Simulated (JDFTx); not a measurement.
System: Au(110) (Fm-3m bulk; lattice of mp-81, not re-optimised at this level), 1x1 cell of 8 atoms in 8 planes, area 12.30 Å² a face, 10.1 Å between the outermost planes in a cell 26.3 Å high; k mesh 8×6×1, Fermi width 0.01 Ha, no spin polarisation.

Method: PBE, GBRV ultrasoft potentials, plane waves to 20/100 Ha, in JDFTx (a modified build). Liquid on both sides: SCCS (g09 parameters), water, 0.5 M NaCl; nuclei fixed. U vs SHE = −μ/e − 4.44 V throughout (conventional absolute potential of the hydrogen electrode).

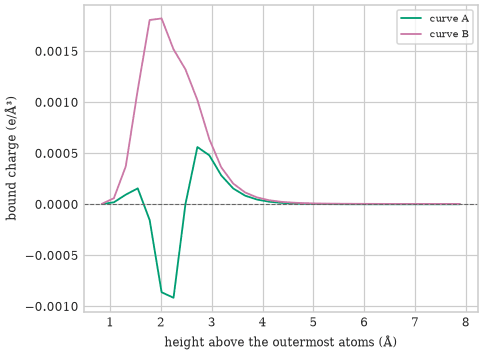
Figure. Plane-averaged bound charge of the liquid for two states of the electrode

One curve is the neutral slab. Which, and what is the sign of the other's charge?

Curve A is neutral (potential of zero charge, 0.44 V). Curve B is negatively charged, -4.0 μC/cm² at 0.05 V.
